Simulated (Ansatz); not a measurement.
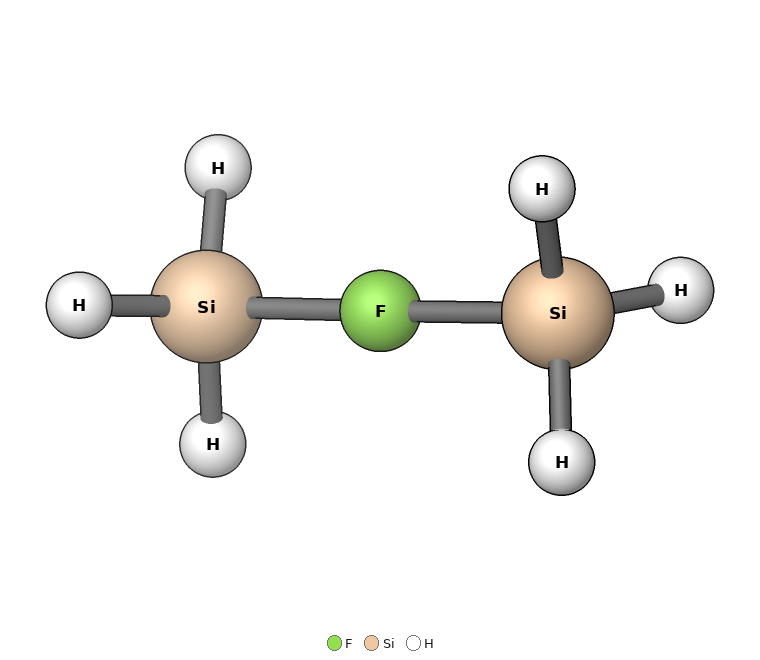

State: neutral, doublet. The computed structure is the end point of a PBE0-D4/def2-TZVP saddle-point search. Properties computed with CCSD(T)/CBS estimate, frozen core: MP2 correlation extrapolated from def2-TZVPP and def2-QZVPP, CCSD(T) minus MP2 from the smaller set (Ansatz 0.2.0).

**What is the T1 diagnostic?**

0.013.
